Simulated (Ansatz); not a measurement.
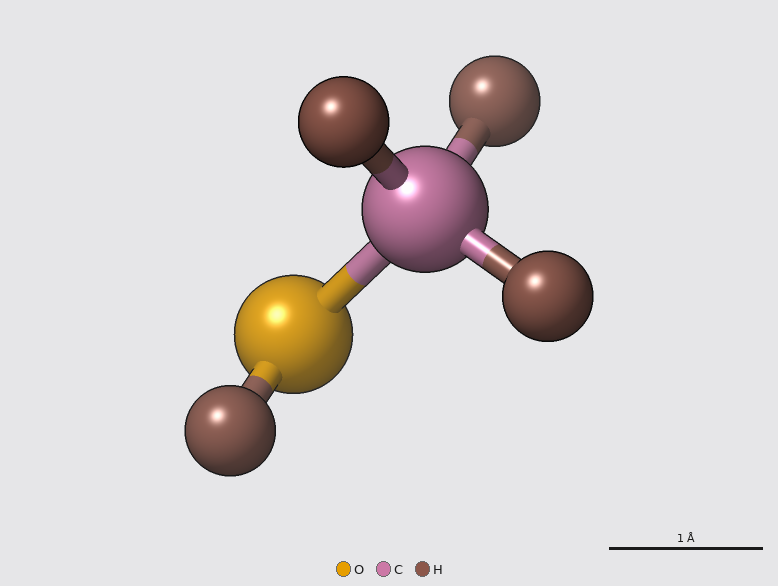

Rendered structure (ball-and-stick style).

Computed geometry: PBE0-D4/def2-TZVP optimisation.

**What is the molecular formula?**

CH4O, 6 atoms: 1 carbon, 4 hydrogen and 1 oxygen.

**How many sets of symmetry-equivalent atoms are there?**

5: 1 O, 1 C, 1 H, 2 H, 1 H.

**Which point group does it belong to?**

Cs.

The parts below concern this one geometry. Atoms keep their numbers from picture to picture.

**Geometry**

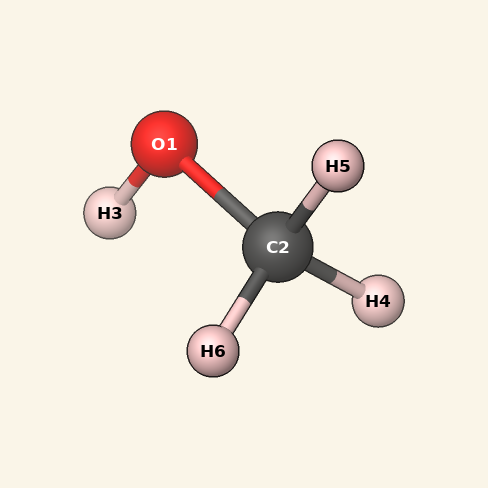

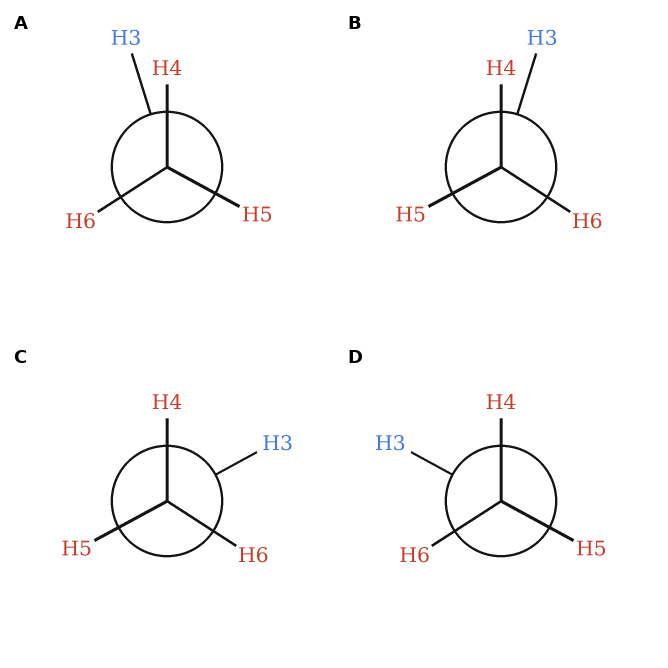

Atoms fade into the background with distance from the viewer. Bonds that would overlap in a projection are set slightly apart.

**Which Newman projection shows the view along C2–O1, with C2 in front?**

C. The torsion angle H4–C2–O1–H3 is 62°, synclinal (gauche).

**Charges**

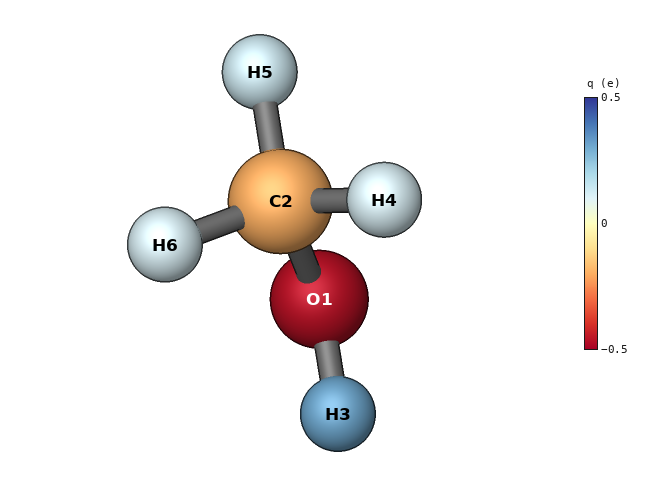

Atoms are coloured by their Mulliken charges. Method: RKS PBE0-D4/def2-TZVP (Ansatz 0.2.0).

List the Mulliken charges.

```csv
atom,value (e)
O1,−0.46
C2,−0.19
H3,0.31
H4,0.11
H5,0.13
H6,0.11
```

**Vibrations**

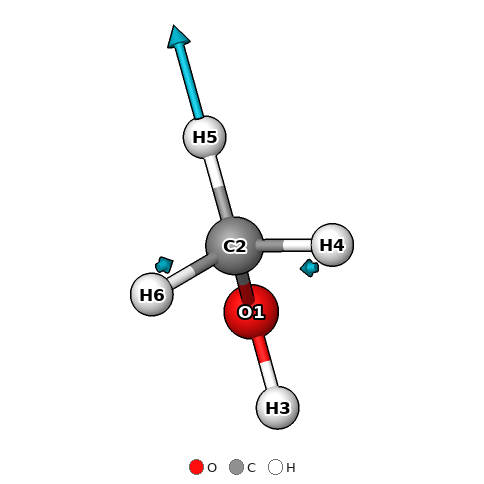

The arrows show one normal mode. Harmonic vibrations computed with RKS PBE0-D4/def2-TZVP (Ansatz 0.2.0) at a stationary point of the same level.

**Describe the motion.**

Mostly C–H stretching.

**At what wavenumber does it lie?**

3132 cm⁻¹; it is mode 11 of 12 counted from the lowest.

**Electronic properties**

Properties computed with RKS PBE0-D4/def2-TZVPP (Ansatz 0.2.0).

Predict the main results.

- HOMO energy (Kohn–Sham orbital): −7.89 eV
- LUMO energy (Kohn–Sham orbital): 1.10 eV
- HOMO–LUMO gap: 8.99 eV

**Dipole moment**

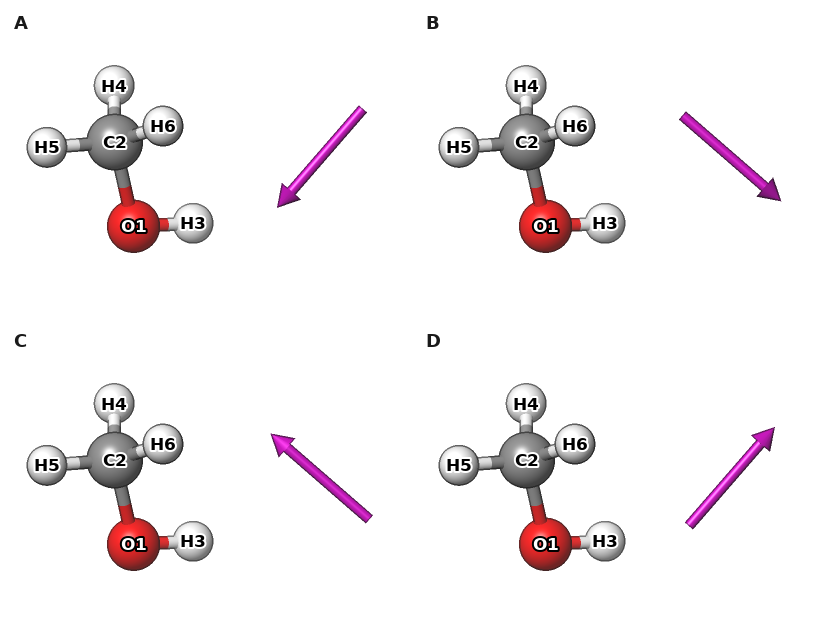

The same molecule four times, each with an arrow. Level of theory: RKS PBE0-D4/def2-TZVP (Ansatz 0.2.0).

**Which arrow points along the dipole moment, from the negative to the positive end?**

D. The dipole moment is 1.67 D; it points from the side of O1, H5 to the side of H4, H6 (the outermost atoms at the two ends).

Mulliken values depend strongly on the basis set and can even reverse the polarity of a bond.
